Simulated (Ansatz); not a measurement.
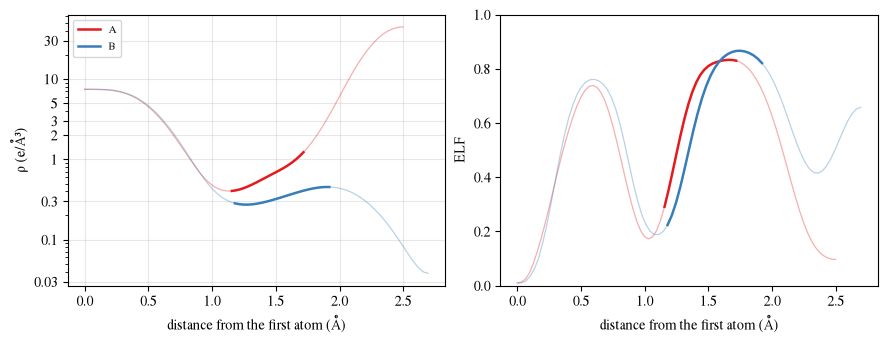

Figure. Sc2Si2Se. Valence electron density and electron localisation function along straight lines between neighbouring atoms. Thin, pale parts lie inside the atomic spheres.

Space group I4/mmm; a structure generated by program, which may or may not match a known phase.

Method: Ansatz, DFT PBE, scalar-relativistic, plane waves, PAW.

Core electrons are frozen (PAW), and the valence fields are smoothed inside the atomic spheres.

**Which curve belongs to which contact (Sc–Se and Sc–Si)? The first atom named is at distance zero.**

Curve A: Sc–Se (2.50 Å): ρ is about 0.44 e/Å³ halfway; the ELF is about 0.50 at the midpoint. Curve B: Sc–Si (2.69 Å): ρ at the midpoint is about 0.28 e/Å³; the ELF peaks at about 0.85 in the valence shell of Si, 0.9 Å from its nucleus, and is about 0.50 at the midpoint.
